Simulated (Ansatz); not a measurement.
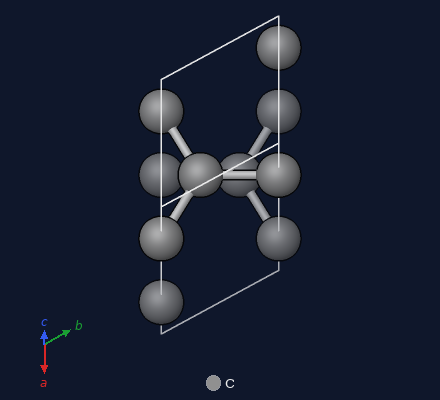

The structure, seen along [101]; the drawing may span several cells.

Given this structure, the end point of a relaxation with DFT LDA, scalar-relativistic, plane waves, PAW (Ansatz), written in its standard cell:

```cif
data_structure
_symmetry_space_group_name_H-M 'P6_3/mmc'
_symmetry_Int_Tables_number 194
_cell_length_a 2.4447
_cell_length_b 2.4447
_cell_length_c 6.6565
_cell_angle_alpha 90.000
_cell_angle_beta 90.000
_cell_angle_gamma 120.000
_cell_volume 34.45
loop_
_atom_site_label
_atom_site_type_symbol
_atom_site_symmetry_multiplicity
_atom_site_Wyckoff_symbol
_atom_site_fract_x
_atom_site_fract_y
_atom_site_fract_z
_atom_site_occupancy
C1 C 2 b 0.00000 0.00000 0.25000 1
C2 C 2 c 0.33333 0.66667 0.25000 1
```

**What does the kinematic electron diffraction pattern along [101] look like at 120 kV (B = 0.5 Å²)?**

The spots form a centred rectangular net whose two shortest vectors correspond to d = 2.12 Å and 2.02 Å, 61.5° apart. They are 0 1 0 and 1 0 -1. The pattern has symmetry 2mm. A glide plane extinguishes reflections such as 1 -2 -1, 1 1 -1; reflections such as 3 -3 -3 are allowed by the space group but vanish because the atoms sit on special positions.

Strongest reflections with d > 0.80 Å, one of each family (|F|² from tabulated Gaussian fits of the electron scattering factors, times a small damping for the curvature of the Ewald sphere):

| hkl | d (Å) | I (strongest = 100) |
| --- | --- | --- |
| 1 0 -1 | 2.018 | 100 |
| 2 -1 -2 | 1.147 | 92 |
| 0 1 0 | 2.117 | 37 |
| 0 2 0 | 1.059 | 4 |
| 2 0 -2 | 1.009 | 3 |

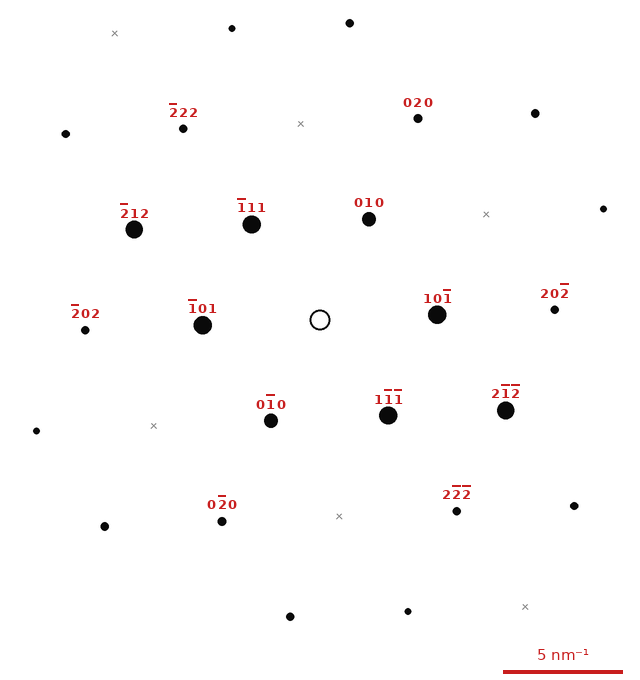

Calculated pattern, seen from the source side with [101] pointing towards the source; crosses mark the places of extinct reflections.
